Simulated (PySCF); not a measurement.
# C2H10O2Si3: what the fields show

The calculation's input:

```
{"job": {"kind": "uv", "xc": "wB97X-D", "basis": "def2-SVPD", "nstates": 8, "ntriplets": 3}, "charge": 0, "multiplicity": 1}
C     -1.686774    -1.606692     1.039758
Si    -0.985347     0.151876     0.857064
Si    -1.741173     1.445998    -0.897902
O      0.663316    -0.160234     0.575139
C      1.356527     0.391819    -0.396017
O      0.877808     1.179694    -1.182620
Si     3.166024    -0.237107    -0.408898
H     -1.713446    -2.133011     0.088481
H     -1.098243    -2.205234     1.730238
H     -2.702598    -1.565962     1.419109
H     -0.860330     0.743731     2.199038
H     -3.206296     1.576434    -0.737633
H     -1.227244     2.812656    -0.885982
H     -1.561243     0.821114    -2.209573
H      3.109304    -1.652131    -0.777067
H      3.672254    -0.092465     0.954286
H      3.930464     0.541544    -1.377330
```

Command:

```sh
OMP_NUM_THREADS=1 python probes_run.py task.json out
```

Geometry: GFN2-xTB.

All numbers below come from wB97X-D/def2-SVPD, SCF density, gas phase in PySCF 2.14.0.

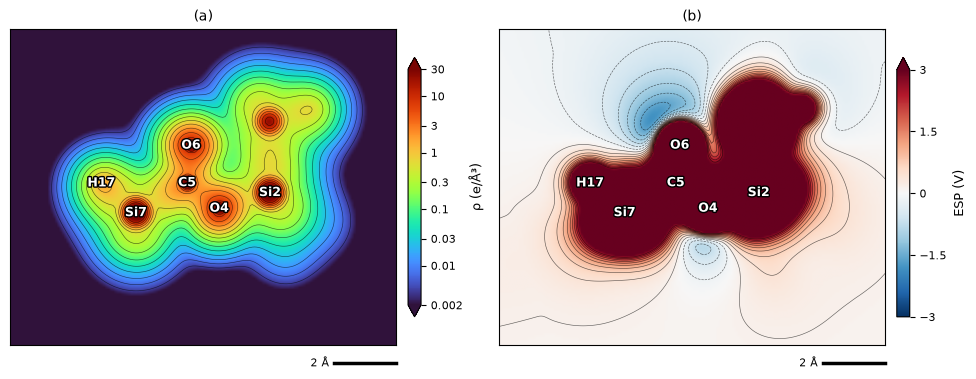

Figure 1. (a) total electron density; (b) electrostatic potential on the plane of atoms O4, C5 and O6.

### Read the bonding off the picture.

Atoms in the plane: Si, O, C and H.
C–O (1.21 Å): ρ at the midpoint is about 3.3 e/Å³.
Si–O (1.70 Å): ρ at the midpoint is about 0.98 e/Å³.
C–Si (1.92 Å): ρ at the midpoint is about 0.94 e/Å³.
C–O (1.31 Å): the density is about 2.6 e/Å³ at the midpoint.
Si–H (1.46 Å): ρ is about 0.81 e/Å³ halfway.
Outside the dense part of the molecule the potential is most negative (−1.8 V) near O6.

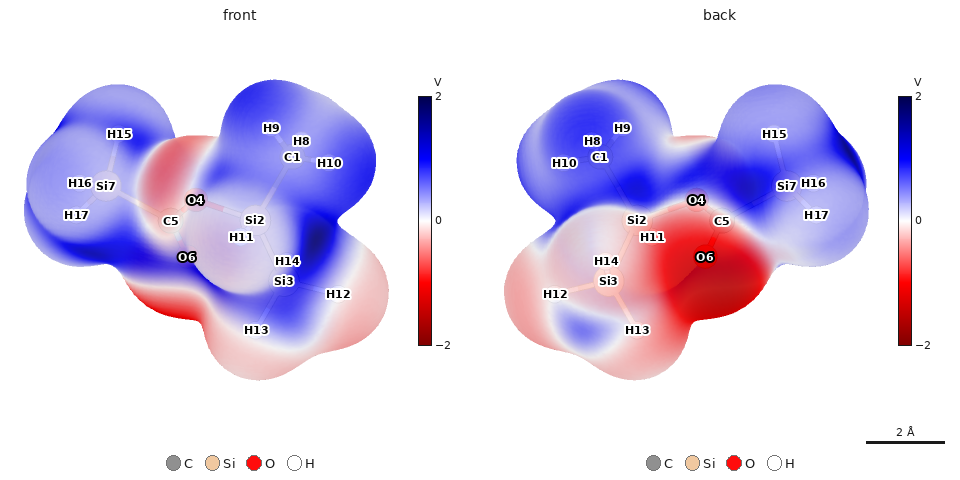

Figure 2. The electrostatic potential painted on the density surface at 0.002 e/bohr³, seen from the front and from behind; the colour scale runs from red (negative) to blue (positive).

### Which sites attract a positive test charge, and which a negative one?

A positive charge is drawn to the negative regions and a negative charge to the positive ones. The most negative region (about −1.4 V) lies over O6, the most positive (about +1.5 V) over Si2 and Si7. O6 is the likeliest acceptor of a hydrogen bond.
